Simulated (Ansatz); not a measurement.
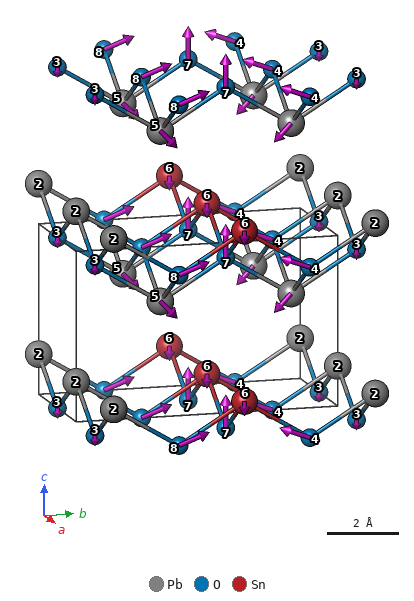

This is a relaxation of a crystal of SnPb$_{3}$O$_{4}$ (built on the litharge host type). The starting structure is drawn; purple arrows show the displacements (the part carried along by the change of the cell is left out), 10 times their true length.

The picture is a ball-and-stick view of the cell of the calculation, repeated 2 × 1 × 2 with one cell outlined, seen slightly off an axis.

All numbers below come from DFT, PBE-D3(BJ), plane waves, PAW (Ansatz). Settings: plane-wave cutoff 420 eV; k-point mesh 6 × 4 × 6; occupations fermi dirac; smearing width 0.02 eV; no spin polarisation; cell and atoms relaxed; force threshold 0.005 eV/Å.

Question: What happened in the run?

Answer: Over 7 accepted moves (9 points after the start) the energy falls by 53.6 meV per atom. The largest force component goes from 1.6 to 0.0011 eV/Å. The pressure goes from 7.00 to 0.03 GPa. The SCF was repeated twice at an unchanged geometry on a basis and grid sized afresh for the cell, which shifted the energy by 2.8 meV per atom at most. The largest moves relative to the cell, 0.097 Å, are those of O atoms. Largest moves by element: O 0.097 Å, Pb 0.074 Å, Sn 0.044 Å. Cell: a 3.868 → 3.978 Å (+2.8 %), b 7.737 → 7.962 Å (+2.9 %), c 4.957 → 4.934 Å (−0.5 %). Volume +5.3 %. Some distances before and after: O–Pb 2.259 → 2.375 Å, O–Pb 2.259 → 2.349 Å, O–Sn 2.259 → 2.187 Å, O–Pb 2.259 → 2.328 Å. Among the angles between lasting bonds that change: O–Sn–O 117.8° → 125.7°, Sn–O–Sn 117.8° → 125.7°, Pb–O–Pb 117.8° → 111.8°. The space group stays Pmm2 (No. 25). The run took 2.3 min on 2 threads of AMD EPYC 7R13 Processor (Zen 3), with other jobs on the host, peak memory 0.62 GiB.
